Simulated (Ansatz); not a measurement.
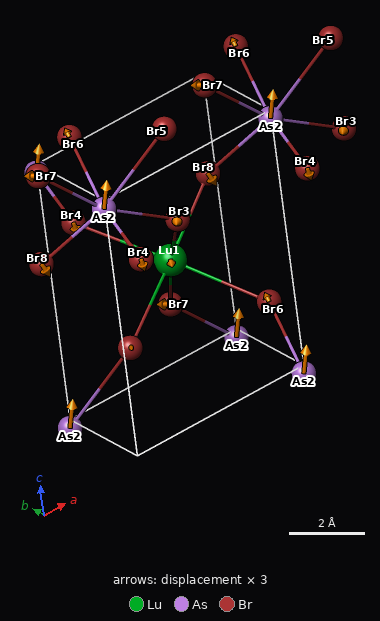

A relaxation of a crystal of LuAsBr6 (built on the MgTiF6-148 type type). The starting structure is drawn; orange arrows show the displacements (the part carried along by the change of the cell is left out), magnified 3 times.

A ball-and-stick model of the cell of the calculation, reduced to other axes, seen slightly off an axis. Lengths and directions refer to the drawn axes.

Case: shaken.

Method: DFT, PBEsol, plane waves, PAW in Ansatz 0.2.0.

Input
```yaml
crystal:
  lattice:
    - [3.3551429739, 1.8982576989, 6.1031077559]
    - [-3.381196056, 1.9331777906, 6.1063441531]
    - [0.0172151454, -3.8413389458, 6.1078666682]
  atoms:
    - { symbol: Lu, position: [0.4934129619, 0.4985977488, 0.5232821158] }
    - { symbol: As, position: [-0.0039126801, -0.0279879414, -0.0067981023] }
    - { symbol: Br, position: [0.5717426682, 0.9173348686, 0.2741400015] }
    - { symbol: Br, position: [0.9269944643, 0.260009529, 0.5942686987] }
    - { symbol: Br, position: [0.756731317, 0.4195856854, 0.0774494588] }
    - { symbol: Br, position: [0.064493201, 0.7634118049, 0.409574193] }
    - { symbol: Br, position: [0.3878851944, 0.1048192769, 0.7559828581] }
    - { symbol: Br, position: [0.2551913965, 0.5970060532, 0.9323224709] }
kpoints:
  mp_grid: { grid: [4, 4, 4] }
hamiltonian:
  xc: pbesol
scf:
  occupations: { method: fermi_dirac, width: 0.05 }
relax:
  f_tol: 0.01
  cell: {}
  max_steps: 120
output:
  write_density: true
  write_potential: true
  elf: true
  volumetric_format: npy
```

Run as
```bash
ansatz run input.yaml --threads 4 --pin off --max-ram 4608MiB --backend cpu --events-out ev --progress --plain --runs-dir out
```

> What did the optimiser do to the structure, and how much energy did it gain?

Over 5 accepted moves (6 points after the start) the energy falls by 61.6 meV per atom. The largest force component goes from 1.6 to 0.0034 eV/Å. The pressure goes from 0.03 to −0.01 GPa. The SCF was repeated once at an unchanged geometry on a basis and grid sized afresh for the cell, which shifted the energy by 0.1 meV per atom at most. The largest move relative to the cell is that of As2, 0.29 Å along [0 −2 3]. By element the largest moves are As 0.29 Å, Br 0.16 Å, Lu 0.09 Å. The drawn cell changes as follows: a 6.640 → 6.647 Å (+0.1 %), b 6.700 → 6.647 Å (−0.8 %), c 7.215 → 7.160 Å (−0.8 %), α 62.6° → 62.4°, β 62.6° → 62.3°, γ 60.7° → 60.0°; the volume changes by −2.3 %. Near-neighbour distances that change, for instance: As2–Br5 2.926 → 2.648 Å, As2–Br8 2.394 → 2.648 Å, Lu1–Br6 2.890 → 2.730 Å, Lu1–Br5 2.847 → 2.730 Å. Bond angles that change, for instance: Br3–As2–Br7 165.9° → 180.0°, Br4–As2–Br8 103.3° → 91.5°, Br5–As2–Br8 169.0° → 180.0°. The space group (tolerance 0.01 Å) goes from P1 (No. 1) to R-3 (No. 148).
